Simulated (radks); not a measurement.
# A spherical jellium cluster from 1 to 6 electrons

Which level does each new electron take in a jellium sphere with rs = 2.32 bohr, and at which counts is the cluster hardest to charge further? Each count tries a few candidate levels and keeps the lowest. The background charge grows with the count, so each cluster is neutral; its cation and anion are computed too.

Program: radks, version 2. Model: non-relativistic spin-polarised Kohn-Sham, LDA (Slater exchange, Perdew-Wang correlation), spherically averaged shells. All values are calculated.

**1. What is given**

* well: a jellium sphere with rs = 2.32 bohr
* functional: LDA (Slater exchange, Perdew-Wang correlation)
* levels: named by radial order: 1s, 1p, 1d, 2s, 1f and so on
* units: hartree and bohr; summary energies in eV
* configuration carried in: none

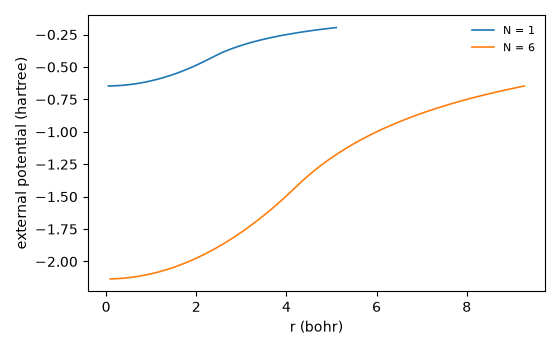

The external potential that the electrons feel, for the smallest and largest background.

**2. Electron number 1**

Trying: add 1s up. Settings of this run:

```ini
kind = jellium
xc = PW
rs = 2.32  # bohr
electrons = 1
background = 1  # e
configuration = 1s(up 1, down 0)
```

Command:

```
$ python run_model.py task.json out
```

task.json names the series; the program runs every candidate in turn, and a move starts from the lowest state found so far. In the records, mag is the spin moment and err the last SCF error.

Results of the run (chosen fields of its result record, rounded):

```text
status: converged
energy_total [hartree]: -0.00610600783
energy_kinetic [hartree]: 0.124188
energy_external [hartree]: -0.3965494
energy_hartree [hartree]: 0.163837
energy_xc [hartree]: -0.1562022
energy_background [hartree]: 0.2586207
orbitals [level, occupation, hartree, mean radius in bohr]:
  - ["1s up", 1, -0.15022, 2.79489]
r2_mean [bohr^2]: 9.754389
mag [bohr magneton]: 1
err: 4.6e-10
spill_out [electrons]: 0.5792727
```

The series goes on from 1s(up 1, down 0).

**3. N = 2**

Trying: add 1s down. Settings of this run:

```ini
kind = jellium
xc = PW
rs = 2.32  # bohr
electrons = 2
background = 2  # e
configuration = 1s2
```

Results of the run (chosen fields of its result record, rounded):

```text
status: converged
energy_total [hartree]: -0.0737720684
energy_kinetic [hartree]: 0.2403766
energy_external [hartree]: -1.437196
energy_hartree [hartree]: 0.6452978
energy_xc [hartree]: -0.3433196
energy_background [hartree]: 0.8210695
orbitals [level, occupation, hartree, mean radius in bohr]:
  - ["1s up", 1, -0.176415, 2.82128]
  - ["1s down", 1, -0.176415, 2.82128]
r2_mean [bohr^2]: 9.735733
mag [bohr magneton]: 0
err: 2.3e-10
spill_out [electrons]: 0.8223127
alpha [bohr^3]: 58.01151
```

Trying: add 1p up. Changed: configuration = 1s(up 1, down 0) 1p(up 1, down 0).

Result:

```text
status: converged
energy_total [hartree]: 0.054458936
energy_kinetic [hartree]: 0.2987224
energy_external [hartree]: -1.277066
energy_hartree [hartree]: 0.5296649
energy_xc [hartree]: -0.3179322
energy_background [hartree]: 0.8210695
orbitals [level, occupation, hartree, mean radius in bohr]:
  - ["1s up", 1, -0.258892, 2.56516]
  - ["1p up", 1, -0.0785014, 4.40509]
r2_mean [bohr^2]: 15.50107
mag [bohr magneton]: 2
err: 1.5e-09
spill_out [electrons]: 1.109403
```

The cation, at the same background. Changed: electrons = 1, configuration = 1s(up 0, down 1).

Result:

```text
status: converged
energy_total [hartree]: 0.214690357
energy_kinetic [hartree]: 0.1746557
energy_external [hartree]: -0.7914082
energy_hartree [hartree]: 0.1941849
energy_xc [hartree]: -0.1838115
energy_background [hartree]: 0.8210695
orbitals [level, occupation, hartree, mean radius in bohr]:
  - ["1s down", 1, -0.470367, 2.33231]
r2_mean [bohr^2]: 6.545549
mag [bohr magneton]: -1
err: 6.4e-11
spill_out [electrons]: 0.2572323
```

The anion, at the same background (1s2 1p(up 1, down 0)): an occupied level came out unbound, so its energy isn't used.

| candidate | configuration | above the lowest (eV) |
| --- | --- | --- |
| add 1s down | 1s2 | lowest |
| add 1p up | 1s(up 1, down 0) 1p(up 1, down 0) | 3.49 |

Kept: 1s2.

From the same record, its empty bound levels (hartree) and its density (bohr, e/bohr³):

```text
empty: [["1p up", -0.030153], ["2s up", -0.0025413], ["1p down", -0.030153], ["2s down", -0.0025413]]
r: [0.1248, 0.4384, 0.7521, 1.066, 1.379, 1.693, 2.007, 2.32, 2.634, 2.947, 3.261, 3.575, 3.888, 4.202, 4.516, 4.829, 5.143, 5.456, 5.77, 6.084]
n: [0.02642, 0.02561, 0.02397, 0.02163, 0.01881, 0.01574, 0.01266, 0.00981, 0.007318, 0.005289, 0.003722, 0.002572, 0.001756, 0.001185, 0.0007932, 0.0005285, 0.00035, 0.0002311, 0.000152, 9.967e-05]
```

**4. 3 electrons**

Trying: add 1p up. Settings of this run:

```ini
kind = jellium
xc = PW
rs = 2.32  # bohr
electrons = 3
background = 3  # e
configuration = 1s2 1p(up 1, down 0)
```

Results of the run (chosen fields of its result record, rounded):

```text
status: converged
energy_total [hartree]: -0.0489912721
energy_kinetic [hartree]: 0.4047493
energy_external [hartree]: -2.806672
energy_hartree [hartree]: 1.252762
energy_xc [hartree]: -0.5136884
energy_background [hartree]: 1.613858
orbitals [level, occupation, hartree, mean radius in bohr]:
  - ["1s up", 1, -0.246975, 2.77993]
  - ["1p up", 1, -0.0882963, 4.32752]
  - ["1s down", 1, -0.230125, 2.75552]
r2_mean [bohr^2]: 13.43664
mag [bohr magneton]: 1
err: 1.2e-09
spill_out [electrons]: 1.245178
```

Trying: add 2s up. Changed: configuration = 1s2 2s(up 1, down 0).

Result:

```text
status: converged
energy_total [hartree]: 0.0170748715
energy_kinetic [hartree]: 0.3518093
energy_external [hartree]: -2.561459
energy_hartree [hartree]: 1.063591
energy_xc [hartree]: -0.4507246
energy_background [hartree]: 1.613858
orbitals [level, occupation, hartree, mean radius in bohr]:
  - ["1s up", 1, -0.306722, 2.64438]
  - ["2s up", 1, -0.0620174, 7.43983]
  - ["1s down", 1, -0.300788, 2.65034]
r2_mean [bohr^2]: 26.84372
mag [bohr magneton]: 1
err: 9.4e-11
spill_out [electrons]: 1.40881
```

The cation, at the same background. Changed: electrons = 2, configuration = 1s2.

Result:

```text
status: converged
energy_total [hartree]: 0.123138787
energy_kinetic [hartree]: 0.289453
energy_external [hartree]: -2.111786
energy_hartree [hartree]: 0.703864
energy_xc [hartree]: -0.3722499
energy_background [hartree]: 1.613858
orbitals [level, occupation, hartree, mean radius in bohr]:
  - ["1s up", 1, -0.449491, 2.56673]
  - ["1s down", 1, -0.449491, 2.56673]
r2_mean [bohr^2]: 7.838358
mag [bohr magneton]: 0
err: 3.7e-11
spill_out [electrons]: 0.4454998
```

The anion, at the same background (1s2 1p(up 2, down 0)): an occupied level came out unbound, so its energy isn't used.

| candidate | configuration | above the lowest (eV) |
| --- | --- | --- |
| add 1p up | 1s2 1p(up 1, down 0) | lowest |
| add 2s up | 1s2 2s(up 1, down 0) | 1.80 |

Lowest: 1s2 1p(up 1, down 0).

**5. N = 4**

Trying: add 1p up. Settings of this run:

```ini
kind = jellium
xc = PW
rs = 2.32  # bohr
electrons = 4
background = 4  # e
configuration = 1s2 1p(up 2, down 0)
```

Results of the run (chosen fields of its result record, rounded):

```text
status: converged
energy_total [hartree]: -0.061194102
energy_kinetic [hartree]: 0.5884642
energy_external [hartree]: -4.642415
energy_hartree [hartree]: 2.109487
energy_xc [hartree]: -0.7234628
energy_background [hartree]: 2.606733
orbitals [level, occupation, hartree, mean radius in bohr]:
  - ["1s up", 1, -0.281335, 2.82904]
  - ["1p up", 2, -0.124491, 4.05452]
  - ["1s down", 1, -0.248424, 2.80943]
r2_mean [bohr^2]: 14.15226
mag [bohr magneton]: 2
err: 1.2e-09
spill_out [electrons]: 1.528191
```

Trying: add 1p down. Changed: configuration = 1s2 1p(up 1, down 1).

Result:

```text
status: converged
energy_total [hartree]: -0.0450140312
energy_kinetic [hartree]: 0.5796469
energy_external [hartree]: -4.623594
energy_hartree [hartree]: 2.094205
energy_xc [hartree]: -0.7020058
energy_background [hartree]: 2.606733
orbitals [level, occupation, hartree, mean radius in bohr]:
  - ["1s up", 1, -0.270914, 2.81572]
  - ["1p up", 1, -0.113475, 4.11908]
  - ["1s down", 1, -0.270914, 2.81572]
  - ["1p down", 1, -0.113475, 4.11908]
r2_mean [bohr^2]: 14.48836
mag [bohr magneton]: 0
err: 7.9e-11
spill_out [electrons]: 1.549751
```

Trying: add 2s up. Changed: configuration = 1s2 1p(up 1, down 0) 2s(up 1, down 0).

Result:

```text
status: converged
energy_total [hartree]: 0.0349315133
energy_kinetic [hartree]: 0.5470713
energy_external [hartree]: -4.352138
energy_hartree [hartree]: 1.8815
energy_xc [hartree]: -0.6482359
energy_background [hartree]: 2.606733
orbitals [level, occupation, hartree, mean radius in bohr]:
  - ["1s up", 1, -0.337924, 2.72745]
  - ["1p up", 1, -0.169257, 3.9131]
  - ["2s up", 1, -0.0682706, 6.7947]
  - ["1s down", 1, -0.311807, 2.73125]
r2_mean [bohr^2]: 22.30816
mag [bohr magneton]: 2
err: 1.3e-10
spill_out [electrons]: 1.777415
```

Trying: move 1p up to 1p down: the same state as a run above.

The cation, at the same background. Changed: electrons = 3, configuration = 1s2 1p(up 1, down 0).

Result:

```text
status: converged
energy_total [hartree]: 0.153568084
energy_kinetic [hartree]: 0.4828649
energy_external [hartree]: -3.738935
energy_hartree [hartree]: 1.358475
energy_xc [hartree]: -0.5555701
energy_background [hartree]: 2.606733
orbitals [level, occupation, hartree, mean radius in bohr]:
  - ["1s up", 1, -0.487524, 2.66735]
  - ["1p up", 1, -0.309176, 3.6529]
  - ["1s down", 1, -0.46616, 2.65162]
r2_mean [bohr^2]: 10.58697
mag [bohr magneton]: 1
err: 1.2e-10
spill_out [electrons]: 0.7933361
```

The anion, at the same background (1s2 1p(up 3, down 0)): an occupied level came out unbound, so its energy isn't used.

| candidate | configuration | above the lowest (eV) |
| --- | --- | --- |
| add 1p up | 1s2 1p(up 2, down 0) | lowest |
| add 1p down | 1s2 1p(up 1, down 1) | 0.440 |
| add 2s up | 1s2 1p(up 1, down 0) 2s(up 1, down 0) | 2.62 |
| move 1p up to 1p down | 1s2 1p(up 1, down 1) | 0.440 |

Kept: 1s2 1p(up 2, down 0).

From the same record, its empty bound levels (hartree) and its density (bohr, e/bohr³):

```text
empty: [["1d up", -0.0020098], ["2s up", -0.031221], ["1p down", -0.091739], ["2s down", -0.020583]]
r: [0.1505, 0.5286, 0.9067, 1.285, 1.663, 2.041, 2.419, 2.797, 3.175, 3.554, 3.932, 4.31, 4.688, 5.066, 5.444, 5.822, 6.2, 6.579, 6.957, 7.335]
n: [0.02273, 0.02246, 0.02183, 0.02075, 0.01916, 0.01704, 0.01449, 0.01172, 0.008997, 0.006562, 0.004596, 0.00313, 0.002093, 0.001382, 0.0009043, 0.0005882, 0.0003808, 0.0002455, 0.0001581, 0.0001016]
```

**6. 5 electrons**

Trying: add 1p up. Settings of this run:

```ini
kind = jellium
xc = PW
rs = 2.32  # bohr
electrons = 5
background = 5  # e
configuration = 1s2 1p(up 3, down 0)
```

Results of the run (chosen fields of its result record, rounded):

```text
status: converged
energy_total [hartree]: -0.108423186
energy_kinetic [hartree]: 0.7646278
energy_external [hartree]: -6.87861
energy_hartree [hartree]: 3.175784
energy_xc [hartree]: -0.9512831
energy_background [hartree]: 3.781057
orbitals [level, occupation, hartree, mean radius in bohr]:
  - ["1s up", 1, -0.300299, 2.90797]
  - ["1p up", 3, -0.150138, 3.98455]
  - ["1s down", 1, -0.254422, 2.89824]
r2_mean [bohr^2]: 14.7791
mag [bohr magneton]: 3
err: 8e-10
spill_out [electrons]: 1.725294
```

Trying: add 1p down. Changed: configuration = 1s2 1p(up 2, down 1).

Result:

```text
status: converged
energy_total [hartree]: -0.079040374
energy_kinetic [hartree]: 0.7517335
energy_external [hartree]: -6.848671
energy_hartree [hartree]: 3.15108
energy_xc [hartree]: -0.9142409
energy_background [hartree]: 3.781057
orbitals [level, occupation, hartree, mean radius in bohr]:
  - ["1s up", 1, -0.293385, 2.89653]
  - ["1p up", 2, -0.142512, 4.01821]
  - ["1s down", 1, -0.278312, 2.89563]
  - ["1p down", 1, -0.128058, 4.08986]
r2_mean [bohr^2]: 15.11815
mag [bohr magneton]: 1
err: 6.4e-10
spill_out [electrons]: 1.760776
```

Trying: add 2s up. Changed: configuration = 1s2 1p(up 2, down 0) 2s(up 1, down 0).

Result:

```text
status: converged
energy_total [hartree]: 0.00676744555
energy_kinetic [hartree]: 0.7379077
energy_external [hartree]: -6.564376
energy_hartree [hartree]: 2.922906
energy_xc [hartree]: -0.8707272
energy_background [hartree]: 3.781057
orbitals [level, occupation, hartree, mean radius in bohr]:
  - ["1s up", 1, -0.351184, 2.82629]
  - ["1p up", 2, -0.192265, 3.87467]
  - ["2s up", 1, -0.0724734, 6.44567]
  - ["1s down", 1, -0.309304, 2.84042]
r2_mean [bohr^2]: 20.42202
mag [bohr magneton]: 3
err: 9.9e-10
spill_out [electrons]: 2.021435
```

The cation, at the same background. Changed: electrons = 4, configuration = 1s2 1p(up 2, down 0).

Result:

```text
status: converged
energy_total [hartree]: 0.133339381
energy_kinetic [hartree]: 0.6712232
energy_external [hartree]: -5.788147
energy_hartree [hartree]: 2.237278
energy_xc [hartree]: -0.7680721
energy_background [hartree]: 3.781057
orbitals [level, occupation, hartree, mean radius in bohr]:
  - ["1s up", 1, -0.503896, 2.7683]
  - ["1p up", 2, -0.337092, 3.67634]
  - ["1s down", 1, -0.466504, 2.75349]
r2_mean [bohr^2]: 12.04177
mag [bohr magneton]: 2
err: 3.2e-10
spill_out [electrons]: 1.02932
```

The anion, at the same background (1s2 1p(up 3, down 1)): an occupied level came out unbound, so its energy isn't used.

| candidate | configuration | above the lowest (eV) |
| --- | --- | --- |
| add 1p up | 1s2 1p(up 3, down 0) | lowest |
| add 1p down | 1s2 1p(up 2, down 1) | 0.800 |
| add 2s up | 1s2 1p(up 2, down 0) 2s(up 1, down 0) | 3.13 |

Kept: 1s2 1p(up 3, down 0).

**7. N = 6**

Trying: add 1p down. Settings of this run:

```ini
kind = jellium
xc = PW
rs = 2.32  # bohr
electrons = 6
background = 6  # e
configuration = 1s2 1p(up 3, down 1)
```

Results of the run (chosen fields of its result record, rounded):

```text
status: converged
energy_total [hartree]: -0.143437003
energy_kinetic [hartree]: 0.9121994
energy_external [hartree]: -9.437634
energy_hartree [hartree]: 4.39857
energy_xc [hartree]: -1.140252
energy_background [hartree]: 5.12368
orbitals [level, occupation, hartree, mean radius in bohr]:
  - ["1s up", 1, -0.306691, 2.98641]
  - ["1p up", 3, -0.163651, 4.00941]
  - ["1s down", 1, -0.278948, 2.99072]
  - ["1p down", 1, -0.137288, 4.12733]
r2_mean [bohr^2]: 15.7673
mag [bohr magneton]: 2
err: 3.4e-10
spill_out [electrons]: 1.920719
```

Trying: add 2s up. Changed: configuration = 1s2 1p(up 3, down 0) 2s(up 1, down 0).

Result:

```text
status: converged
energy_total [hartree]: -0.0560740675
energy_kinetic [hartree]: 0.9141916
energy_external [hartree]: -9.14988
energy_hartree [hartree]: 4.162851
energy_xc [hartree]: -1.106917
energy_background [hartree]: 5.12368
orbitals [level, occupation, hartree, mean radius in bohr]:
  - ["1s up", 1, -0.356238, 2.93096]
  - ["1p up", 3, -0.20747, 3.90295]
  - ["2s up", 1, -0.0760646, 6.20574]
  - ["1s down", 1, -0.302186, 2.95948]
r2_mean [bohr^2]: 19.62375
mag [bohr magneton]: 4
err: 6.1e-10
spill_out [electrons]: 2.197841
```

Trying: add 2s down. Changed: configuration = 1s2 1p(up 3, down 0) 2s(up 0, down 1).

Result:

```text
status: converged
energy_total [hartree]: -0.0414220979
energy_kinetic [hartree]: 0.9028784
energy_external [hartree]: -9.103781
energy_hartree [hartree]: 4.120194
energy_xc [hartree]: -1.084395
energy_background [hartree]: 5.12368
orbitals [level, occupation, hartree, mean radius in bohr]:
  - ["1s up", 1, -0.358209, 2.94672]
  - ["1p up", 3, -0.21053, 3.86514]
  - ["1s down", 1, -0.318546, 2.91735]
  - ["2s down", 1, -0.0675022, 6.78316]
r2_mean [bohr^2]: 20.79866
mag [bohr magneton]: 2
err: 1.3e-09
spill_out [electrons]: 2.195077
```

Trying: move 1p up to 1p down. Changed: configuration = 1s2 1p(up 2, down 2).

Result:

```text
status: converged
energy_total [hartree]: -0.130345463
energy_kinetic [hartree]: 0.907395
energy_external [hartree]: -9.426088
energy_hartree [hartree]: 4.388928
energy_xc [hartree]: -1.124261
energy_background [hartree]: 5.12368
orbitals [level, occupation, hartree, mean radius in bohr]:
  - ["1s up", 1, -0.2958, 2.98496]
  - ["1p up", 2, -0.153017, 4.05367]
  - ["1s down", 1, -0.2958, 2.98496]
  - ["1p down", 2, -0.153017, 4.05367]
r2_mean [bohr^2]: 15.85685
mag [bohr magneton]: 0
err: 7.8e-11
spill_out [electrons]: 1.934679
```

The cation, at the same background. Changed: electrons = 5, configuration = 1s2 1p(up 3, down 0).

Result:

```text
status: converged
energy_total [hartree]: 0.0767443427
energy_kinetic [hartree]: 0.8453176
energy_external [hartree]: -8.213746
energy_hartree [hartree]: 3.317683
energy_xc [hartree]: -0.9961906
energy_background [hartree]: 5.12368
orbitals [level, occupation, hartree, mean radius in bohr]:
  - ["1s up", 1, -0.510319, 2.87153]
  - ["1p up", 3, -0.354601, 3.73364]
  - ["1s down", 1, -0.460605, 2.86255]
r2_mean [bohr^2]: 13.15771
mag [bohr magneton]: 3
err: 1.1e-10
spill_out [electrons]: 1.206797
```

The anion, at the same background (1s2 1p(up 3, down 2)): an occupied level came out unbound, so its energy isn't used.

| candidate | configuration | above the lowest (eV) |
| --- | --- | --- |
| add 1p down | 1s2 1p(up 3, down 1) | lowest |
| add 2s up | 1s2 1p(up 3, down 0) 2s(up 1, down 0) | 2.38 |
| add 2s down | 1s2 1p(up 3, down 0) 2s(up 0, down 1) | 2.78 |
| move 1p up to 1p down | 1s2 1p(up 2, down 2) | 0.356 |

The series goes on from 1s2 1p(up 3, down 1).

From the same record, its empty bound levels (hartree) and its density (bohr, e/bohr³):

```text
empty: [["1d up", -0.029194], ["2s up", -0.043521], ["1d down", -0.01334], ["2s down", -0.034257]]
r: [0.1588, 0.5579, 0.9571, 1.356, 1.755, 2.154, 2.554, 2.953, 3.352, 3.751, 4.15, 4.549, 4.948, 5.347, 5.746, 6.146, 6.545, 6.944, 7.343, 7.742]
n: [0.01771, 0.01815, 0.01889, 0.01959, 0.01985, 0.0193, 0.0178, 0.01543, 0.01251, 0.009477, 0.006735, 0.004548, 0.002965, 0.001887, 0.00118, 0.0007283, 0.000446, 0.0002713, 0.0001643, 9.91e-05]
```

**8. The series side by side**

| N | configuration | unpaired | E/N (eV) | ionisation (eV) | affinity (eV) | second difference (eV) | spill-out (e) |
| --- | --- | --- | --- | --- | --- | --- | --- |
| 1 | 1s(up 1, down 0) | 1 | -0.166 | - | - | - | 0.58 |
| 2 | 1s2 | 0 | -1.004 | 7.85 | - | 2.516 | 0.82 |
| 3 | 1s2 1p(up 1, down 0) | 1 | -0.444 | 4.68 | - | -1.006 | 1.25 |
| 4 | 1s2 1p(up 2, down 0) | 2 | -0.416 | 5.84 | - | -0.953 | 1.53 |
| 5 | 1s2 1p(up 3, down 0) | 3 | -0.590 | 6.58 | - | 0.332 | 1.73 |
| 6 | 1s2 1p(up 3, down 1) | 2 | -0.651 | 5.99 | - | - | 1.92 |

The second difference is E(N+1) + E(N-1) - 2E(N) of neutral clusters.

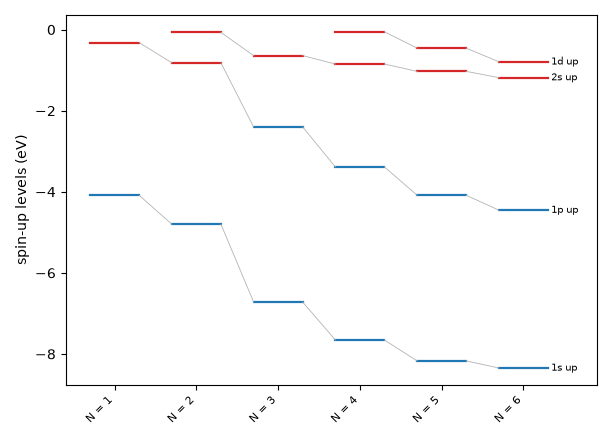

Spin-up levels of the kept configurations; wholly or partly filled blue, empty red.

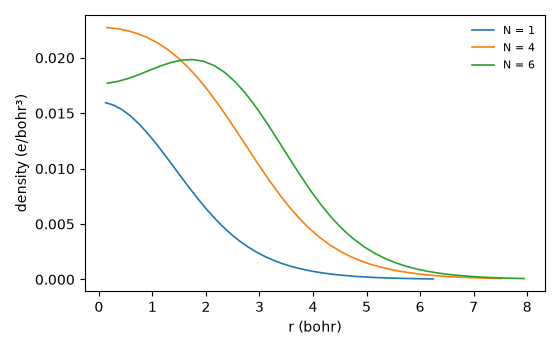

Electron densities along the radius.

**9. What came out**

| quantity | value |
| --- | --- |
| closed shells at N | 2 |
| largest second difference | 2.52 eV at N = 2 (of N = 2 to 5) |
| most unpaired electrons | 3 at N = 5 |
| ionisation energies | 4.68 to 7.85 eV |
| polarisability at N = 2 | 58.01 bohr³ |
| configuration at N = 6 | 1s2 1p(up 3, down 1) |

What this shows: Shells close at N = 2, and the second difference peaks there. Among the lowest states kept at each count, up to 3 electrons are unpaired (N = 5), since exchange favours parallel spins. The polarisability at N = 2 is 2.32 times the classical R³, since electrons spill past the background. The anion gave no bound, converged state at N = 2, 3, 4, 5 and 6; semilocal functionals bind extra electrons too weakly, through self-interaction. The ions keep the filling of the neutral cluster, less or plus one electron, without a search of their own. Only a few candidates are tried at each count, so a lower state may have been missed.
